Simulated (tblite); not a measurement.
## Geometry relaxation, with input and output: Ga₂HCl₃F₂ (part 2 of 2)

Continued. System: Ga₂HCl₃F₂. Method: GFN2-xTB geometry optimisation, gas phase (tblite 0.8.0). It belongs to a series of runs on one base structure; here: H on Ga replaced by Cl.

Geometry of the input (Å):
```
F  -2.7397  -1.5362  0.1417
Ga -1.5144  -0.2308  0.0099
F  -2.1910  1.4021  -0.1569
Cl 0.0727  -0.3982  1.5534
Ga 1.4669  0.2404  -0.0245
Cl 3.4668  -0.5941  0.0551
Cl 0.0787  -0.7292  -1.4449
H  1.3690  1.8554  -0.1585
```

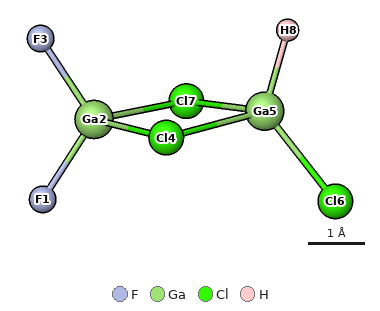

*The geometry at step 35 of the log (ball-and-stick view, seen at a tilt; atoms are numbered from 1 in the order of the input).*

**Trajectory as extended XYZ, continued**
```
8
Properties=species:S:1:pos:R:3:forces:R:3 step=22 energy=-717.75042
F    -2.4964   -1.6730    0.1604   -0.0110  -0.0590   0.0060
Ga   -1.4765   -0.2744    0.0184    0.1340  -0.0070   0.0090
F    -2.3396    1.2242   -0.1388   -0.1240   0.0660  -0.0040
Cl    0.0393   -0.1177    1.6551   -0.0320   0.0270  -0.0010
Ga    1.5684    0.3464   -0.0311    0.0730  -0.1510   0.0130
Cl    3.1862   -0.9493    0.1067   -0.1420   0.1700  -0.0210
Cl    0.0461   -0.4309   -1.6075   -0.0150   0.0160  -0.0140
H     1.4817    1.8841   -0.1879    0.1150  -0.0630   0.0110
8
Properties=species:S:1:pos:R:3:forces:R:3 step=23 energy=-717.75493
F    -2.4699   -1.6839    0.1626   -0.0250  -0.0720   0.0040
Ga   -1.4698   -0.2725    0.0188    0.0340   0.0090   0.0040
F    -2.3590    1.2121   -0.1365   -0.1210   0.0600  -0.0070
Cl    0.0266   -0.1018    1.6517    0.0400   0.0430   0.0480
Ga    1.5643    0.3496   -0.0349    0.1160  -0.2120   0.0370
Cl    3.1683   -0.9669    0.1097   -0.1650   0.1910  -0.0240
Cl    0.0376   -0.4133   -1.6082    0.0290   0.0170  -0.0700
H     1.5109    1.8861   -0.1878    0.0930  -0.0360   0.0080
8
Properties=species:S:1:pos:R:3:forces:R:3 step=24 energy=-717.76045
F    -2.4283   -1.7051    0.1661   -0.0250  -0.0690  -0.0010
Ga   -1.4595   -0.2713    0.0194   -0.1060   0.0360  -0.0090
F    -2.3912    1.1916   -0.1331   -0.0990   0.0250  -0.0070
Cl    0.0124   -0.0695    1.6498    0.1150   0.0590   0.0960
Ga    1.5626    0.3527   -0.0388    0.0960  -0.2130   0.0550
Cl    3.1319   -0.9995    0.1151   -0.1250   0.1700  -0.0230
Cl    0.0279   -0.3784   -1.6144    0.0700   0.0160  -0.1180
H     1.5532    1.8889   -0.1887    0.0740  -0.0250   0.0070
8
Properties=species:S:1:pos:R:3:forces:R:3 step=25 energy=-717.76651
F    -2.3744   -1.7356    0.1707   -0.0120  -0.0480  -0.0070
Ga   -1.4490   -0.2711    0.0200   -0.2140   0.0590  -0.0230
F    -2.4338    1.1628   -0.1289   -0.0670  -0.0200  -0.0050
Cl    0.0009   -0.0209    1.6505    0.1570   0.0670   0.1140
Ga    1.5636    0.3551   -0.0418    0.0250  -0.1450   0.0590
Cl    3.0781   -1.0462    0.1226   -0.0320   0.1110  -0.0180
Cl    0.0195   -0.3264   -1.6269    0.0810   0.0130  -0.1300
H     1.6043    1.8916   -0.1906    0.0630  -0.0370   0.0100
8
Properties=species:S:1:pos:R:3:forces:R:3 step=26 energy=-717.77249
F    -2.3111   -1.7724    0.1758    0.0050  -0.0160  -0.0130
Ga   -1.4421   -0.2708    0.0201   -0.2370   0.0630  -0.0320
F    -2.4838    1.1267   -0.1242   -0.0420  -0.0490  -0.0040
Cl   -0.0065    0.0404    1.6532    0.1450   0.0620   0.0870
Ga    1.5655    0.3567   -0.0438   -0.0520  -0.0420   0.0530
Cl    3.0116   -1.1025    0.1315    0.0730   0.0370  -0.0120
Cl    0.0132   -0.2615   -1.6442    0.0510   0.0070  -0.0950
H     1.6622    1.8928   -0.1930    0.0580  -0.0630   0.0150
8
Properties=species:S:1:pos:R:3:forces:R:3 step=27 energy=-717.77654
F    -2.2594   -1.8001    0.1794    0.0080   0.0000  -0.0160
Ga   -1.4426   -0.2688    0.0195   -0.1650   0.0440  -0.0290
F    -2.5242    1.0962   -0.1203   -0.0510  -0.0340  -0.0070
Cl   -0.0095    0.0897    1.6548    0.0980   0.0520   0.0430
Ga    1.5649    0.3562   -0.0445   -0.0960   0.0480   0.0450
Cl    2.9590   -1.1432    0.1380    0.1550  -0.0340  -0.0050
Cl    0.0096   -0.2102   -1.6573    0.0030   0.0010  -0.0480
H     1.7112    1.8897   -0.1941    0.0490  -0.0770   0.0170
8
Properties=species:S:1:pos:R:3:forces:R:3 step=28 energy=-717.77898
F    -2.2183   -1.8217    0.1820    0.0100   0.0230  -0.0180
Ga   -1.4469   -0.2656    0.0183   -0.0840   0.0080  -0.0200
F    -2.5567    1.0730   -0.1174   -0.0690  -0.0090  -0.0090
Cl   -0.0111    0.1267    1.6545    0.0490   0.0430   0.0070
Ga    1.5624    0.3575   -0.0449   -0.0600   0.0430   0.0440
Cl    2.9218   -1.1747    0.1429    0.1530  -0.0240  -0.0090
Cl    0.0060   -0.1726   -1.6657   -0.0360  -0.0020  -0.0120
H     1.7518    1.8868   -0.1943    0.0370  -0.0830   0.0170
8
Properties=species:S:1:pos:R:3:forces:R:3 step=29 energy=-717.78043
F    -2.2005   -1.8218    0.1816   -0.0330  -0.0460  -0.0100
Ga   -1.4563   -0.2600    0.0166    0.0670  -0.0060  -0.0070
F    -2.5729    1.0610   -0.1159   -0.1360   0.0740  -0.0170
Cl   -0.0121    0.1385    1.6538    0.0030   0.0380  -0.0100
Ga    1.5544    0.3513   -0.0437   -0.0970   0.1220   0.0330
Cl    2.9142   -1.1681    0.1417    0.2450  -0.1470   0.0050
Cl    0.0032   -0.1636   -1.6672   -0.0650   0.0010  -0.0020
H     1.7791    1.8721   -0.1915    0.0150  -0.0350   0.0090
8
Properties=species:S:1:pos:R:3:forces:R:3 step=30 energy=-717.78277
F    -2.1677   -1.8396    0.1835   -0.0170   0.0050  -0.0150
Ga   -1.4597   -0.2567    0.0154    0.0630  -0.0310   0.0000
F    -2.6022    1.0450   -0.1140   -0.1170   0.0530  -0.0140
Cl   -0.0156    0.1664    1.6532   -0.0180   0.0350  -0.0330
Ga    1.5502    0.3551   -0.0436    0.0330   0.0000   0.0420
Cl    2.8927   -1.1951    0.1455    0.1280  -0.0200  -0.0120
Cl   -0.0032   -0.1366   -1.6735   -0.0690   0.0060   0.0250
H     1.8144    1.8708   -0.1912   -0.0030  -0.0470   0.0080
8
Properties=species:S:1:pos:R:3:forces:R:3 step=31 energy=-717.78473
F    -2.1771   -1.8330    0.1821   -0.0250  -0.0130  -0.0110
Ga   -1.4608   -0.2554    0.0149    0.0310  -0.0040   0.0000
F    -2.6003    1.0517   -0.1150   -0.0960   0.0340  -0.0110
Cl   -0.0164    0.1569    1.6536   -0.0100   0.0380  -0.0260
Ga    1.5473    0.3541   -0.0420    0.0730  -0.0690   0.0410
Cl    2.9111   -1.1831    0.1431    0.0800   0.0170  -0.0160
Cl   -0.0059   -0.1489   -1.6715   -0.0450   0.0140   0.0200
H     1.8111    1.8671   -0.1897   -0.0090  -0.0170   0.0030
8
Properties=species:S:1:pos:R:3:forces:R:3 step=32 energy=-717.78739
F    -2.1964   -1.8206    0.1788   -0.0320  -0.0250  -0.0040
Ga   -1.4663   -0.2502    0.0132   -0.0380   0.0290   0.0060
F    -2.6014    1.0671   -0.1174   -0.0490  -0.0090  -0.0020
Cl   -0.0173    0.1375    1.6531   -0.0060   0.0410  -0.0090
Ga    1.5411    0.3473   -0.0372    0.1390  -0.1200   0.0220
Cl    2.9526   -1.1533    0.1371    0.0120   0.0430  -0.0180
Cl   -0.0125   -0.1761   -1.6664    0.0060   0.0320   0.0090
H     1.8094    1.8577   -0.1857   -0.0320   0.0090  -0.0040
8
Properties=species:S:1:pos:R:3:forces:R:3 step=33 energy=-717.78844
F    -2.2066   -1.8165    0.1774   -0.0280  -0.0160  -0.0020
Ga   -1.4695   -0.2483    0.0125   -0.0450   0.0350   0.0080
F    -2.6017    1.0737   -0.1187   -0.0310  -0.0250   0.0020
Cl   -0.0155    0.1311    1.6538   -0.0190   0.0360  -0.0170
Ga    1.5418    0.3430   -0.0342    0.1270  -0.1050   0.0060
Cl    2.9692   -1.1417    0.1345    0.0110   0.0270  -0.0150
Cl   -0.0138   -0.1859   -1.6655    0.0190   0.0360   0.0240
H     1.8052    1.8540   -0.1845   -0.0340   0.0130  -0.0060
8
Properties=species:S:1:pos:R:3:forces:R:3 step=34 energy=-717.79007
F    -2.2240   -1.8120    0.1750   -0.0100   0.0200   0.0000
Ga   -1.4769   -0.2450    0.0116   -0.0370   0.0190   0.0120
F    -2.6035    1.0843   -0.1209   -0.0090  -0.0450   0.0080
Cl   -0.0107    0.1231    1.6542   -0.0500   0.0210  -0.0350
Ga    1.5472    0.3339   -0.0288    0.0760  -0.0240  -0.0290
Cl    2.9953   -1.1255    0.1304    0.0340  -0.0190  -0.0090
Cl   -0.0141   -0.1991   -1.6633    0.0280   0.0380   0.0570
H     1.7957    1.8497   -0.1829   -0.0330  -0.0100  -0.0050
8
Properties=species:S:1:pos:R:3:forces:R:3 step=35 energy=-717.79081
F    -2.2299   -1.8112    0.1742   -0.0020   0.0340   0.0000
Ga   -1.4806   -0.2438    0.0115   -0.0190   0.0060   0.0140
F    -2.6053    1.0867   -0.1215   -0.0090  -0.0430   0.0100
Cl   -0.0089    0.1228    1.6535   -0.0610   0.0120  -0.0420
Ga    1.5517    0.3299   -0.0268    0.0470   0.0170  -0.0410
Cl    3.0046   -1.1227    0.1289    0.0450  -0.0350  -0.0060
Cl   -0.0133   -0.2010   -1.6617    0.0250   0.0340   0.0680
H     1.7908    1.8486   -0.1827   -0.0260  -0.0260  -0.0040
8
Properties=species:S:1:pos:R:3:forces:R:3 step=36 energy=-717.79218
F    -2.2299   -1.8133    0.1734    0.0050   0.0510   0.0000
Ga   -1.4869   -0.2413    0.0116    0.0130  -0.0180   0.0140
F    -2.6162    1.0835   -0.1217   -0.0160  -0.0320   0.0090
Cl   -0.0090    0.1317    1.6505   -0.0680  -0.0010  -0.0460
Ga    1.5600    0.3236   -0.0249    0.0100   0.0730  -0.0500
Cl    3.0127   -1.1270    0.1276    0.0520  -0.0480  -0.0020
Cl   -0.0127   -0.1935   -1.6585    0.0180   0.0240   0.0750
H     1.7910    1.8458   -0.1826   -0.0130  -0.0490   0.0000
8
Properties=species:S:1:pos:R:3:forces:R:3 step=37 energy=-717.79383
F    -2.2187   -1.8189    0.1730    0.0050   0.0580  -0.0020
Ga   -1.4937   -0.2379    0.0122    0.0380  -0.0370   0.0140
F    -2.6377    1.0719   -0.1207   -0.0250  -0.0190   0.0070
Cl   -0.0135    0.1516    1.6448   -0.0560  -0.0120  -0.0420
Ga    1.5697    0.3175   -0.0244   -0.0160   0.0990  -0.0450
Cl    3.0148   -1.1409    0.1270    0.0400  -0.0430   0.0000
Cl   -0.0132   -0.1742   -1.6538    0.0100   0.0080   0.0640
H     1.8013    1.8403   -0.1827    0.0040  -0.0550   0.0040
8
Properties=species:S:1:pos:R:3:forces:R:3 step=38 energy=-717.79527
F    -2.1967   -1.8268    0.1735   -0.0020   0.0510  -0.0040
Ga   -1.4984   -0.2346    0.0131    0.0340  -0.0380   0.0100
F    -2.6658    1.0536   -0.1185   -0.0260  -0.0120   0.0030
Cl   -0.0224    0.1783    1.6375   -0.0210  -0.0140  -0.0250
Ga    1.5775    0.3140   -0.0262   -0.0170   0.0740  -0.0230
Cl    3.0077   -1.1613    0.1275    0.0110  -0.0190   0.0000
Cl   -0.0154   -0.1467   -1.6488    0.0060  -0.0080   0.0340
H     1.8226    1.8329   -0.1827    0.0160  -0.0330   0.0050
8
Properties=species:S:1:pos:R:3:forces:R:3 step=39 energy=-717.79580
F    -2.1823   -1.8301    0.1741   -0.0140   0.0300  -0.0040
Ga   -1.4987   -0.2336    0.0137    0.0160  -0.0210   0.0060
F    -2.6796    1.0428   -0.1169   -0.0220  -0.0140   0.0010
Cl   -0.0285    0.1912    1.6336    0.0070  -0.0090  -0.0080
Ga    1.5785    0.3148   -0.0284   -0.0030   0.0280  -0.0030
Cl    2.9995   -1.1716    0.1283   -0.0080  -0.0010  -0.0010
Cl   -0.0170   -0.1327   -1.6464    0.0070  -0.0120   0.0070
H     1.8372    1.8285   -0.1825    0.0170  -0.0020   0.0030
8
Properties=species:S:1:pos:R:3:forces:R:3 step=40 energy=-717.79591
F    -2.1773   -1.8306    0.1743   -0.0200   0.0170  -0.0040
Ga   -1.4979   -0.2336    0.0139    0.0060  -0.0070   0.0040
F    -2.6831    1.0395   -0.1164   -0.0190  -0.0170   0.0000
Cl   -0.0303    0.1940    1.6328    0.0150  -0.0040  -0.0020
Ga    1.5771    0.3161   -0.0294    0.0050   0.0090   0.0040
Cl    2.9949   -1.1738    0.1287   -0.0090   0.0000  -0.0020
Cl   -0.0177   -0.1295   -1.6463    0.0070  -0.0100  -0.0020
H     1.8434    1.8273   -0.1823    0.0140   0.0120   0.0020
8
Properties=species:S:1:pos:R:3:forces:R:3 step=41 energy=-717.79596
F    -2.1764   -1.8302    0.1743   -0.0230   0.0100  -0.0030
Ga   -1.4976   -0.2337    0.0139    0.0020   0.0010   0.0020
F    -2.6840    1.0385   -0.1162   -0.0160  -0.0190   0.0000
Cl   -0.0304    0.1940    1.6326    0.0160  -0.0020   0.0010
Ga    1.5766    0.3170   -0.0297    0.0080   0.0000   0.0050
Cl    2.9933   -1.1738    0.1288   -0.0070  -0.0010  -0.0020
Cl   -0.0178   -0.1295   -1.6463    0.0080  -0.0090  -0.0040
H     1.8455    1.8272   -0.1821    0.0120   0.0180   0.0010
8
Properties=species:S:1:pos:R:3:forces:R:3 step=42 energy=-717.79609
F    -2.1761   -1.8293    0.1742   -0.0280  -0.0020  -0.0020
Ga   -1.4973   -0.2339    0.0142   -0.0030   0.0170  -0.0020
F    -2.6866    1.0366   -0.1160   -0.0080  -0.0240   0.0010
Cl   -0.0300    0.1938    1.6319    0.0160   0.0020   0.0050
Ga    1.5764    0.3187   -0.0299    0.0100  -0.0100   0.0050
Cl    2.9909   -1.1740    0.1289   -0.0040  -0.0030  -0.0010
Cl   -0.0176   -0.1301   -1.6460    0.0080  -0.0050  -0.0050
H     1.8494    1.8275   -0.1818    0.0080   0.0250  -0.0010
8
Properties=species:S:1:pos:R:3:forces:R:3 step=43 energy=-717.79629
F    -2.1784   -1.8272    0.1736   -0.0310  -0.0170   0.0000
Ga   -1.4975   -0.2340    0.0146   -0.0060   0.0360  -0.0070
F    -2.6912    1.0336   -0.1158    0.0030  -0.0300   0.0020
Cl   -0.0284    0.1932    1.6306    0.0120   0.0060   0.0110
Ga    1.5779    0.3210   -0.0300    0.0090  -0.0190   0.0020
Cl    2.9895   -1.1743    0.1286    0.0020  -0.0050  -0.0010
Cl   -0.0166   -0.1318   -1.6450    0.0070   0.0000  -0.0050
H     1.8538    1.8289   -0.1812    0.0040   0.0290  -0.0020
8
Properties=species:S:1:pos:R:3:forces:R:3 step=44 energy=-717.79656
F    -2.1841   -1.8240    0.1726   -0.0310  -0.0280   0.0030
Ga   -1.4982   -0.2337    0.0153   -0.0050   0.0490  -0.0140
F    -2.6984    1.0285   -0.1157    0.0150  -0.0320   0.0040
Cl   -0.0255    0.1930    1.6287    0.0040   0.0080   0.0150
Ga    1.5818    0.3232   -0.0296    0.0040  -0.0190  -0.0050
Cl    2.9897   -1.1753    0.1279    0.0070  -0.0050   0.0000
Cl   -0.0145   -0.1338   -1.6432    0.0050   0.0050  -0.0010
H     1.8583    1.8315   -0.1806    0.0010   0.0220  -0.0020
8
Properties=species:S:1:pos:R:3:forces:R:3 step=45 energy=-717.79678
F    -2.1923   -1.8204    0.1714   -0.0250  -0.0270   0.0040
Ga   -1.4988   -0.2331    0.0159    0.0000   0.0420  -0.0160
F    -2.7040    1.0237   -0.1156    0.0180  -0.0250   0.0040
Cl   -0.0224    0.1927    1.6274   -0.0040   0.0070   0.0150
Ga    1.5865    0.3241   -0.0289   -0.0030  -0.0100  -0.0110
Cl    2.9928   -1.1761    0.1269    0.0080  -0.0030   0.0000
Cl   -0.0120   -0.1358   -1.6414    0.0020   0.0070   0.0050
H     1.8592    1.8342   -0.1803    0.0020   0.0090  -0.0010
8
Properties=species:S:1:pos:R:3:forces:R:3 step=46 energy=-717.79690
F    -2.1974   -1.8186    0.1708   -0.0150  -0.0160   0.0030
Ga   -1.4986   -0.2323    0.0160    0.0040   0.0210  -0.0130
F    -2.7067    1.0202   -0.1155    0.0130  -0.0130   0.0030
Cl   -0.0210    0.1938    1.6274   -0.0070   0.0040   0.0110
Ga    1.5892    0.3235   -0.0286   -0.0060   0.0030  -0.0130
Cl    2.9955   -1.1769    0.1263    0.0060   0.0000   0.0000
Cl   -0.0105   -0.1357   -1.6406    0.0000   0.0060   0.0080
H     1.8586    1.8354   -0.1803    0.0050  -0.0040   0.0000
8
Properties=species:S:1:pos:R:3:forces:R:3 step=47 energy=-717.79695
F    -2.1991   -1.8180    0.1706   -0.0080  -0.0070   0.0020
Ga   -1.4978   -0.2318    0.0158    0.0040   0.0030  -0.0080
F    -2.7070    1.0184   -0.1154    0.0060  -0.0040   0.0020
Cl   -0.0210    0.1949    1.6281   -0.0050   0.0020   0.0060
Ga    1.5895    0.3228   -0.0287   -0.0050   0.0070  -0.0100
Cl    2.9967   -1.1771    0.1260    0.0030   0.0020   0.0000
Cl   -0.0101   -0.1347   -1.6407    0.0000   0.0030   0.0070
H     1.8579    1.8351   -0.1804    0.0060  -0.0060   0.0010
8
Properties=species:S:1:pos:R:3:forces:R:3 step=48 energy=-717.79697
F    -2.1992   -1.8180    0.1707   -0.0050  -0.0010   0.0010
Ga   -1.4970   -0.2316    0.0156    0.0010  -0.0080  -0.0040
F    -2.7068    1.0172   -0.1152    0.0020   0.0020   0.0010
Cl   -0.0215    0.1957    1.6288   -0.0030   0.0010   0.0030
Ga    1.5888    0.3225   -0.0290   -0.0020   0.0050  -0.0060
Cl    2.9966   -1.1770    0.1260    0.0010   0.0020   0.0000
Cl   -0.0102   -0.1338   -1.6410    0.0000   0.0020   0.0040
H     1.8584    1.8344   -0.1804    0.0060  -0.0040   0.0010
```

**Results in brief**

- outcome: converged
- total energy: −717.7970 eV
- hardware: 1 CPU thread, shared host
- wall time: 0.7 s
- peak memory: 0.18 GiB
